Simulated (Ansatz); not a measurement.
# Kohn anomalies in ZnAg (Pm-3m)

Does ZnAg (Pm-3m) have a Kohn anomaly or a soft branch that a wide smearing hides?

Main program and level: Ansatz 0.2.0; DFT PBEsol, scalar-relativistic, plane waves, PAW.

### 1. The structure

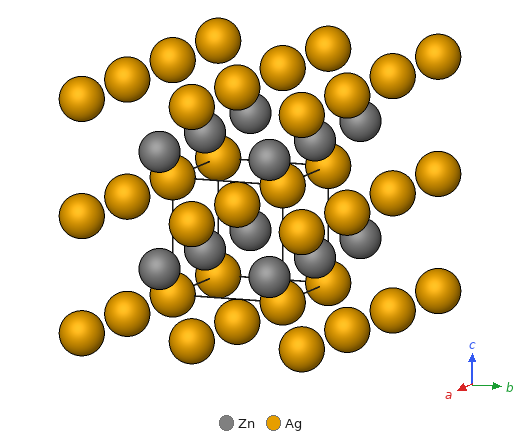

The starting structure, seen slightly off an axis (zinc grey, silver orange). 3×2×2 cells are drawn. Some periodic images of atoms are drawn too.

### 2. Relaxation

The structure is brought to rest under this functional.

Input file input.yaml:

```yaml
crystal:
  lattice:
    - [3.156, 0.0, 0.0]
    - [0.0, 3.156, 0.0]
    - [0.0, 0.0, 3.156]
  atoms:
    - { symbol: Zn, position: [0.5, 0.5, 0.5] }
    - { symbol: Ag, position: [0.0, 0.0, 0.0] }
kpoints:
  mp_grid: { grid: [10, 10, 10] }
hamiltonian:
  xc: pbesol
scf:
  occupations: { method: gaussian, width: 0.1 }
output:
  forces: true
  stress: true
  eigenvalues: true
relax:
  adjacent_minimum: "off"
  f_tol: 0.005
  max_steps: 80
  cell: { stress_tol: 0.05 }
```

Command:

```sh
$ ansatz run input.yaml --threads 4 --pin off --max-ram 8192MiB --backend cpu --events-out ev --progress --plain --runs-dir out
```

Numbers of over 12 decimals in the logs are rounded to 6 here.

Output:

```text
[the first part of the log is left out]
  E_xc         = -320.606347
  E_vxc        = -288.524298  (∫ρ·V_xc dr)
  E_paw        = -5622.700030  (= ΣΔE_a)
  E_vpaw       = -802.792936  (= ΣTr[D̂ρ^β])
  E_aug_tail   = -0.000099  (compensation charges beyond the density's cutoff)
  E_ewald      = -4153.754002
  E_core_change = 1.120094  (= ΣΔE_core)
  E_smearing   = -0.003750  (= −TS)
  E_closure    = -0.000000  (closes the sum)
  Σ components = -10803.279459   (vs F -10803.279459, Δ=0.00e0)
--- Forces (eV/Å), atoms counted from 1 ---
  atom   1  Zn     0.00000000     0.00000000     0.00000000
  atom   2  Ag    -0.00000000     0.00000000    -0.00000000
  max |Σ_I F_I| component: 1.12e-29 eV/Å
--- Stress (GPa, compression-positive) ---
        0.008249      -0.000000       0.000000
       -0.000000       0.008249       0.000000
        0.000000       0.000000       0.008249
  P = ⅓ Tr σ = 0.0082 GPa (0.082 kbar)
--- Band table (eV; the first three rows and the last of 56) ---
  k-point 0: bands = ["-77.0588", "-40.5345", "-40.5345", "-40.5345", "5.8109", "7.5665", "7.5665", "8.2368", "8.2368", "8.2368", "10.0502", "10.0502", "11.2487", "11.2487", "11.2487", "20.9745", "20.9745", "20.9745", "26.3714", "26.8754"]
  k-point 1: bands = ["-77.0586", "-40.5379", "-40.5343", "-40.5343", "5.9807", "7.6018", "7.6153", "8.2342", "8.2342", "8.2513", "10.0233", "10.0887", "11.1543", "11.1543", "11.2342", "19.7297", "21.2652", "21.2652", "26.5893", "26.8531"]
  k-point 2: bands = ["-77.0582", "-40.5467", "-40.5336", "-40.5336", "6.4735", "7.6989", "7.7468", "8.2287", "8.2287", "8.2898", "9.9480", "10.1923", "10.9190", "10.9190", "11.1955", "17.5237", "22.0889", "22.0889", "26.7202", "26.7875"]
  k-point 55: bands = ["-77.0534", "-40.5635", "-40.5635", "-40.5635", "7.9483", "7.9483", "7.9483", "8.5788", "8.5788", "9.1963", "9.1963", "9.1963", "11.6565", "11.6565", "17.3982", "19.7336", "19.7336", "19.7336", "20.4594", "20.4594"]
--- Relaxed structure (4 steps of the walk, 4 accepted, 1 SCFs on fresh bases) ---
  F+E_penalty+E_count = -10803.27945919 eV   max|allowed force component| = 5.982e-30 eV/Å   (the final SCF, on the basis selected at the relaxed cell)
  cell:  # Å, volume = 30.2962 Å³
    - [3.117424, 0, 0]
    - [0, 3.117424, 0]
    - [0, 0, 3.117424]
  atoms:
    - { symbol: Zn, position: [0.5, 0.5, 0.5] }
    - { symbol: Ag, position: [0, 0, 0] }
```

Run time: 3.3 s. Hardware: 4 threads of Arm Neoverse V1, shared host; peak memory 0.4 GiB.

Relaxation path:

| step | energy less that of the first step (eV) | largest force component (eV/Å) | pressure (GPa) | volume (Å³) |
| --- | --- | --- | --- | --- |
| 1 | 0.0000 | 0.0000 | -3.86 | 31.43 |
| 2 | -0.0139 | 0.0000 | 1.16 | 30.00 |
| 3 | -0.0148 | 0.0000 | -0.10 | 30.32 |
| 4 | -0.0148 | 0.0000 | 0.00 | 30.30 |
| 5 | -0.0142 | 0.0000 | 0.01 | 30.30 |

The log counts 1 steps on a newly chosen plane-wave basis, not all of them marked here; energy and pressure can jump at such steps.

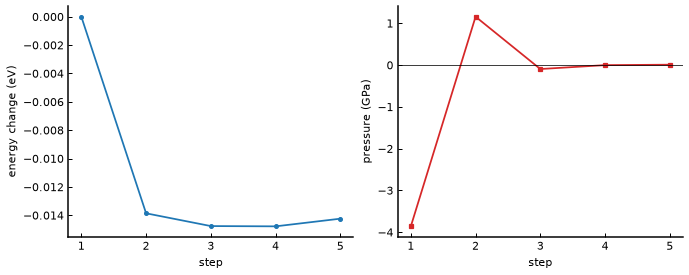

Energy and pressure along the relaxation.

| conventional cell, symmetrised | before | after | change |
| --- | --- | --- | --- |
| a (Å) | 3.156 | 3.117 | -1.2 % |
| b (Å) | 3.156 | 3.117 | -1.2 % |
| c (Å) | 3.156 | 3.117 | -1.2 % |
| volume (Å³/atom) | 15.72 | 15.15 | -3.6 % |

Final coordinates:

```cif
data_structure
_symmetry_space_group_name_H-M 'P 1'
_symmetry_Int_Tables_number 1
_cell_length_a 3.1174
_cell_length_b 3.1174
_cell_length_c 3.1174
_cell_angle_alpha 90.000
_cell_angle_beta 90.000
_cell_angle_gamma 90.000
_cell_volume 30.30
loop_
_atom_site_label
_atom_site_type_symbol
_atom_site_fract_x
_atom_site_fract_y
_atom_site_fract_z
_atom_site_occupancy
Zn1 Zn 0.50000 0.50000 0.50000 1
Ag2 Ag 0.00000 0.00000 0.00000 1
```

This step gave:

| Quantity | Value |
| --- | --- |
| pressure | 0.008249 GPa |
| volume per atom | 15.15 Å³ |
| metallic on mesh | yes |
| gap on the k-mesh | 0 eV |

The largest force is now zero by symmetry and the largest stress component 0.0082 GPa, small enough for phonons.

### 3. Phonons along a line: Fermi–Dirac smearing of 0.1 eV

The smearing blurs the Fermi surface that screens the phonons; a Fermi–Dirac width is an electronic temperature.

Input file input.yaml:

```yaml
crystal:
  lattice:
    - [3.1174236605, 0.0, 0.0]
    - [0.0, 3.1174236605, 0.0]
    - [0.0, 0.0, 3.1174236605]
  atoms:
    - { symbol: Zn, position: [0.5, 0.5, 0.5] }
    - { symbol: Ag, position: [0.0, 0.0, 0.0] }
kpoints:
  mp_grid: { grid: [16, 16, 16] }
hamiltonian:
  xc: pbesol
scf:
  occupations: { method: fermi_dirac, width: 0.1 }
output:
  eigenvalues: true
phonons:
  method: dfpt
  qpoints:
    - [0, 0, 0]
    - [0.0, 0.0625, 0.0]
    - [0.0, 0.1875, 0.0]
    - [0.0, 0.3125, 0.0]
    - [0.0, 0.4375, 0.0]
```

Output:

```text
[...]
Crystal: 2 atoms, lattice volume = 30.296 Å³
Basis set: ecut = 420 eV, 619 PW (Γ), exchange–correlation on 48×48×48 points (8 copies of the dense FFT grid, shifted against one another)
Bands: 20, of which v1, the nominal top of the filled ones, is band 16 counted from 1 (15 counted from 0)
Symmetry: 48 space group operations
k-points: 165 of 4096
[...]
SCF iter   1: F=—  HF=-10803.295976 eV  |F-HF|=—  |Δ(HF+E_count)|=         —  Δρ=8.29e-3  dr2=1.76e-2  ethr=1.77e-3  ⟨swp⟩=5.1  Hψ=13862  notcnv=0
[...]
SCF iter   8: F=-10803.291638 eV  HF=-10803.291638 eV  |F-HF|=9.09e-12  |Δ(HF+E_count)|=  1.07e-10  Δρ=2.08e-7  dr2=8.29e-12  ethr=1.00e-12  ⟨swp⟩=4.7  Hψ=16271  notcnv=0
SCF 1 converged in 8 iterations: F = -10803.291638 eV  dr2 = 8.29e-12
[...]
NSCF: frozen V_eff on 165 k-points
[...]
DFPT response loops at q = (0, 0, 0) (fractional): preconditioner auto → Kerker (q_TF=auto, 2.739 Å⁻¹) (partly filled bands, converged f_vac=0.000); β = 1.00, the filter's whole step (`scf.mixing.beta` (0.50) is not read by the response loops under this deck's `scf.mixing.preconditioner`; to damp them name `kerker` or `kerker_dos`, under which they read `scf.mixing.beta`, and type it under 1.00, their step now; both keys bind the ground state too); Broyden in place of MSR1
[...]
SCF converged after 8 iterations
Free energy (F): -10803.291638 eV
[...]
Internal energy: -10803.274884 eV  (E = F + TS)
E sigma→0 (E₀):  -10803.283261 eV
Entropy (-TS):   -0.016754 eV (-8.377 meV/atom)
Fermi energy:    15.599374 eV
[...]
--- Band table (eV; the first three rows and the last of 165) ---
  k-point 0: bands = [... 12 lower, 11.2480, 11.2480, 11.2480, 20.9746, 20.9746, 20.9746, 26.3714, 26.8754]
  k-point 1: bands = [... 12 lower, 11.2100, 11.2100, 11.2422, 20.4209, 21.0892, 21.0892, 26.5303, 26.8662]
  k-point 2: bands = [... 12 lower, 11.1043, 11.1043, 11.2256, 19.2025, 21.4249, 21.4249, 26.6186, 26.8403]
  k-point 164: bands = [... 12 lower, 11.6555, 11.6555, 17.3987, 19.7335, 19.7335, 19.7335, 20.4594, 20.4594]
--- Phonons (Γ-DFPT): 2 representative perturbations + reference (Σ response iterations 7) ---
  ASR residual: 1.912e-4 → 0.000e0 eV/Å²; symmetrization residual: 7.055e-7 eV/Å²
  ASR residual per site (eV/Å²): 6.82e-5 1.91e-4
  Γ frequencies (cm⁻¹): 0.00 0.00 0.00 161.86 161.86 161.86
  non-analytic LO–TO correction: not included (Born effective charges unavailable; polar crystals: no LO–TO splitting at Γ)
--- Phonons (arbitrary-q DFPT): 5 explicit q-points ---
  q = [0, 0, 0] (of the zone-centre solve; hermiticity 3.60e-7, symmetrization 6.10e-12): -0.00 -0.00 0.00 161.86 161.86 161.86
  q = [0, 0.0625, 0] (4 solved perturbations in 4032 linear systems a pass and spin channel, the states on 1296 of 4096 k-point pairs; hermiticity 3.53e-7, symmetrization 2.91e-11): 17.69 17.69 23.86 161.30 161.30 162.45
[...]
sum rule: each row above includes the acoustic sum rule's correction from the zone centre's row sums; it moved no ω² by more than (0.69 cm⁻¹)²
```

Elapsed: 4.4 min, on 4 threads; peak memory 2.1 GiB.

In the SCF lines HF is the Harris–Foulkes energy and dr2 the Hartree energy of the density residual, in eV; the loop may stop once dr2 is under the threshold and the program's other checks hold. Hψ counts applications of the Hamiltonian.

Each wavevector solved by linear response. Frequency against |q| along the line:

| \|q\| along the line (Å⁻¹) | mode 1 = mode 2 (cm⁻¹) | mode 3 (cm⁻¹) | mode 4 = mode 5 (cm⁻¹) | mode 6 (cm⁻¹) |
| --- | --- | --- | --- | --- |
| 0.000 | 0 | 0 | 162 | 162 |
| 0.126 | 17.7 | 23.9 | 161 | 162 |
| 0.378 | 49.9 | 67.4 | 155 | 164 |
| 0.630 | 75 | 101 | 145 | 161 |
| 0.882 | 91.9 | 124 | 133 | 156 |

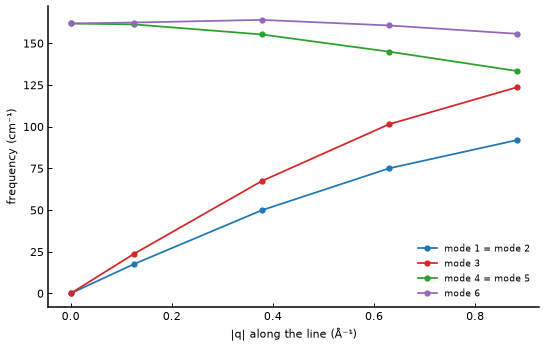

Frequency against |q| along the line.

### 4. Wavevectors along a line: Fermi–Dirac smearing of 0.25 eV

Each wavevector is solved by itself, so no interpolation smooths a dip of the branch.

input.yaml, as its differences from that of step 3:

```diff
@@ -13,3 +13,3 @@
 scf:
-  occupations: { method: fermi_dirac, width: 0.1 }
+  occupations: { method: fermi_dirac, width: 0.25 }
 output:
```

Wider smearing eases the sum over k-points of a metal but moves the result away from its zero-temperature value.

Output:

```text
band count auto-derived: 21 (N_el = 31.0; filled up to band 16; 20 by the electrons, moments and atoms)
[...]
Crystal: 2 atoms, lattice volume = 30.296 Å³
Basis set: ecut = 420 eV, 619 PW (Γ), exchange–correlation on 48×48×48 points (8 copies of the dense FFT grid, shifted against one another)
Bands: 21, of which v1, the nominal top of the filled ones, is band 16 counted from 1 (15 counted from 0)
Symmetry: 48 space group operations
k-points: 165 of 4096
[...]
SCF iter   1: F=—  HF=-10803.337996 eV  |F-HF|=—  |Δ(HF+E_count)|=         —  Δρ=8.37e-3  dr2=1.82e-2  ethr=1.77e-3  ⟨swp⟩=5.0  Hψ=13965  notcnv=0
[...]
SCF iter   8: F=-10803.333514 eV  HF=-10803.333514 eV  |F-HF|=5.46e-12  |Δ(HF+E_count)|=  1.64e-10  Δρ=2.06e-7  dr2=7.51e-12  ethr=1.00e-12  ⟨swp⟩=4.7  Hψ=16918  notcnv=0
SCF 1 converged in 8 iterations: F = -10803.333514 eV  dr2 = 7.51e-12
[...]
SCF converged after 8 iterations
Free energy (F): -10803.333514 eV
[...]
Internal energy: -10803.234798 eV  (E = F + TS)
E sigma→0 (E₀):  -10803.284156 eV
Entropy (-TS):   -0.098716 eV (-49.358 meV/atom)
Fermi energy:    15.627167 eV
[...]
--- Band table (eV; the first three rows and the last of 165) ---
  k-point 0: bands = [... 12 lower, 11.2460, 11.2460, 11.2460, 20.9748, 20.9748, 20.9748, 26.3715, 26.8754, ... 1 higher]
  k-point 1: bands = [... 12 lower, 11.2080, 11.2080, 11.2402, 20.4211, 21.0894, 21.0894, 26.5303, 26.8663, ... 1 higher]
  k-point 2: bands = [... 12 lower, 11.1023, 11.1023, 11.2236, 19.2026, 21.4252, 21.4252, 26.6187, 26.8403, ... 1 higher]
  k-point 164: bands = [... 12 lower, 11.6529, 11.6529, 17.3998, 19.7332, 19.7332, 19.7332, 20.4593, 20.4593, ... 1 higher]
[...]
ASR residual: 5.690e-4 → 0.000e0 eV/Å²; symmetrization residual: 3.713e-7 eV/Å²
  ASR residual per site (eV/Å²): 1.10e-4 5.69e-4
  Γ frequencies (cm⁻¹): 0.00 0.00 0.00 161.94 161.94 161.94
[...]
--- Phonons (arbitrary-q DFPT): 5 explicit q-points ---
[...]
```

It took 4.5 min on 4 threads; peak memory 2.2 GiB; 17 min of CPU time.

Each wavevector solved by linear response. The frequency by |q| along the line:

| \|q\| along the line (Å⁻¹) | mode 1 = mode 2 (cm⁻¹) | mode 3 (cm⁻¹) | mode 4 = mode 5 (cm⁻¹) | mode 6 (cm⁻¹) |
| --- | --- | --- | --- | --- |
| 0.000 | 0 | 0 | 162 | 162 |
| 0.126 | 17.6 | 23.8 | 161 | 162 |
| 0.378 | 49.6 | 67.7 | 155 | 164 |
| 0.630 | 74.7 | 102 | 145 | 161 |
| 0.882 | 91.8 | 123 | 133 | 155 |

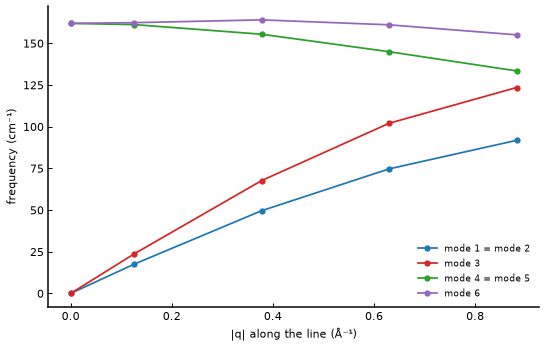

Frequency against |q| along the line.

Against step 3 (now smearing width 0.25 eV), the free energy moves by -20.9 meV an atom.

### 5. Wavevectors along a line: Fermi–Dirac smearing of 0.04 eV

Each wavevector is solved by itself, so no interpolation smooths a dip of the branch.

input.yaml, as its differences from that of step 4:

```diff
@@ -13,3 +13,3 @@
 scf:
-  occupations: { method: fermi_dirac, width: 0.25 }
+  occupations: { method: fermi_dirac, width: 0.04 }
 output:
```

Narrower smearing comes nearer the zero-temperature value but asks more of the mesh.

Output:

```text
[...]
Crystal: 2 atoms, lattice volume = 30.296 Å³
Basis set: ecut = 420 eV, 619 PW (Γ), exchange–correlation on 48×48×48 points (8 copies of the dense FFT grid, shifted against one another)
Bands: 20, of which v1, the nominal top of the filled ones, is band 16 counted from 1 (15 counted from 0)
Symmetry: 48 space group operations
k-points: 165 of 4096
[...]
SCF iter   1: F=—  HF=-10803.288393 eV  |F-HF|=—  |Δ(HF+E_count)|=         —  Δρ=8.31e-3  dr2=1.77e-2  ethr=1.77e-3  ⟨swp⟩=5.7  Hψ=14048  notcnv=0
[...]
SCF iter   8: F=-10803.284027 eV  HF=-10803.284027 eV  |F-HF|=3.64e-12  |Δ(HF+E_count)|=  1.27e-10  Δρ=2.14e-7  dr2=8.89e-12  ethr=1.00e-12  ⟨swp⟩=5.4  Hψ=16693  notcnv=0
SCF 1 converged in 8 iterations: F = -10803.284027 eV  dr2 = 8.89e-12
[...]
SCF converged after 8 iterations
Free energy (F): -10803.284027 eV
[...]
Internal energy: -10803.280672 eV  (E = F + TS)
E sigma→0 (E₀):  -10803.282349 eV
Entropy (-TS):   -0.003355 eV (-1.677 meV/atom)
Fermi energy:    15.583136 eV
[...]
--- Band table (eV; the first three rows and the last of 165) ---
  k-point 0: bands = [... 12 lower, 11.2477, 11.2477, 11.2477, 20.9745, 20.9745, 20.9745, 26.3713, 26.8752]
  k-point 1: bands = [... 12 lower, 11.2097, 11.2097, 11.2419, 20.4209, 21.0891, 21.0891, 26.5301, 26.8661]
  k-point 2: bands = [... 12 lower, 11.1040, 11.1040, 11.2253, 19.2024, 21.4248, 21.4248, 26.6185, 26.8401]
  k-point 164: bands = [... 12 lower, 11.6553, 11.6553, 17.3985, 19.7334, 19.7334, 19.7334, 20.4592, 20.4592]
[...]
ASR residual: 1.659e-4 → 0.000e0 eV/Å²; symmetrization residual: 7.127e-7 eV/Å²
  ASR residual per site (eV/Å²): 6.88e-5 1.66e-4
  Γ frequencies (cm⁻¹): 0.00 0.00 0.00 162.08 162.08 162.08
[...]
--- Phonons (arbitrary-q DFPT): 5 explicit q-points ---
[...]
```

The job ended after 4.3 min (4 threads; peak memory 2.1 GiB).

[end of part 1 of 2]

[Logs are printed without paths, hosts, clocks, repeated set-up lines and the standing remarks that a program may print on its own settings, such as how far it seeks lower states.]

[Hosts, paths, dates, database ids (printed as entryN), source tags and the programs' standing remarks are cut or masked in the printed files.]
